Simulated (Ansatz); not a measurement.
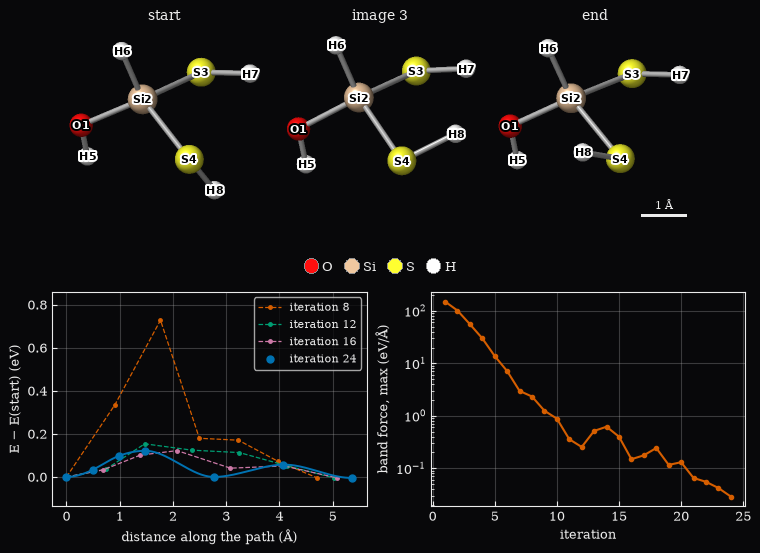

A nudged-elastic-band calculation for SiH4S2O. Images are numbered from 0 (start) to 6 (end). The plot follows the band through its iterations. Style: ball-and-stick. Shown at a tilt.

These are results of RKS PBE-D4/def2-SVP (Ansatz), not measurements. Set-up: 5 movable images; climbing image; force threshold 0.03 eV/Å; iteration limit 47; starting path through a guess of the saddle point.

How did the profile develop, and is the result final?

Answer. The run is converged, with reservations. The band converged in 24 iterations. The largest component of the band force went from 150 to 0.029 eV/Å. The climbing image converged on the top of the path. Its vibrational analysis gives one imaginary mode (198i cm⁻¹), as a transition state must have. The first iteration put the highest image at 41.737 eV. The highest point, image 3, lies 0.122 eV above the start and 0.126 eV above the end; the end is at −0.004 eV relative to the start. The profile has 2 maxima (images 3, 5) with a dip at image 4 (0.000 eV), so the process runs in steps.

The run took 12 min on 1 thread of Intel(R) Xeon(R) Processor @ 2.50GHz (Skylake/Cascade Lake) (shared host), peak memory 0.13 GiB.
